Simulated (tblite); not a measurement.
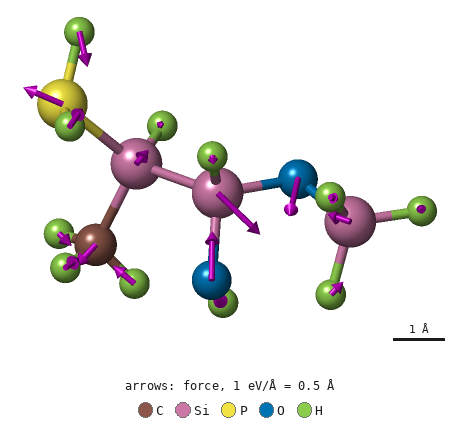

Starting geometry of CH₁₁O₂PSi₃ with the computed forces as purple arrows. The picture is a ball-and-stick view, seen at a tilt.

Method: tblite, GFN2-xTB geometry optimisation, gas phase. 

What follows when this structure is relaxed?

It isn't relaxed: the largest force vector, on an O atom, is 2.70 eV/Å. The final displacements follow the starting forces only in part (cosine between the two patterns 0.31). The energy falls by 1.812 eV in 235 geometry steps. The atom that moves furthest after the best rigid fit is an H atom (2.17 Å). By element the largest moves are H 2.17 Å, O 1.47 Å, Si 0.95 Å, P 0.72 Å, C 0.31 Å. Near-neighbour distances that change, for instance: Si–Si 2.723 → 3.196 Å, O–Si 1.732 → 1.617 Å, Si–Si 2.220 → 2.310 Å, O–Si 1.716 → 1.627 Å. Among the angles between lasting bonds that change: Si–O–Si 104.3° → 160.4°, Si–P–H 111.6° → 95.3°, Si–O–H 108.0° → 122.2°. Groups turn about O–Si by about 165°, O–Si by about 160°, O–Si by about 100°.
